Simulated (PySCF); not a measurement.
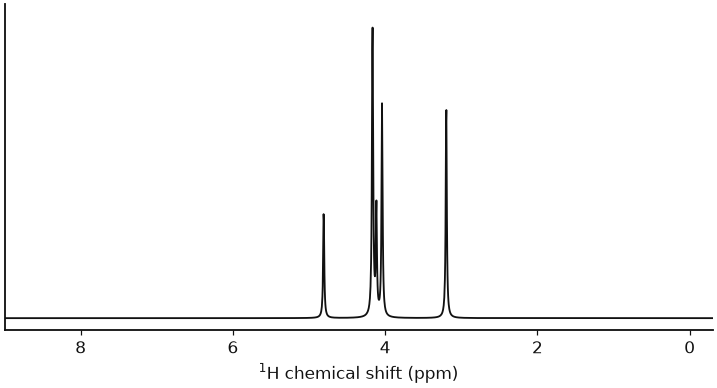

GIAO shifts, mPW1PW91/pcSseg-1 in PySCF, at a PBE0-D3(BJ)/def2-SVP geometry (no frequency check), against TMS for ¹H computed at the same level. Gas phase, fully decoupled, line heights follow the number of nuclei, widths are arbitrary (no quadrupolar broadening); values of one conformer, averaged over methyl-type rotors and exact or near symmetry; other conformers aren't averaged in.

Which structure fits the spectrum?
A. CH₉ClSi₄, SMILES ClC[SiH]1[SiH2][SiH2][SiH2]1
B. C₅H₁₀S, SMILES CSC=C(C)C
C. C₂H₁₀OSi₂, SMILES C[SiH](C)[SiH2]O

Answer. A. Its ¹H signals: 4.81 (1 H), 4.17 (2 H), 4.16 (1 H), 4.12 (1 H), 4.04 (2 H), 3.20 (2 H) ppm.
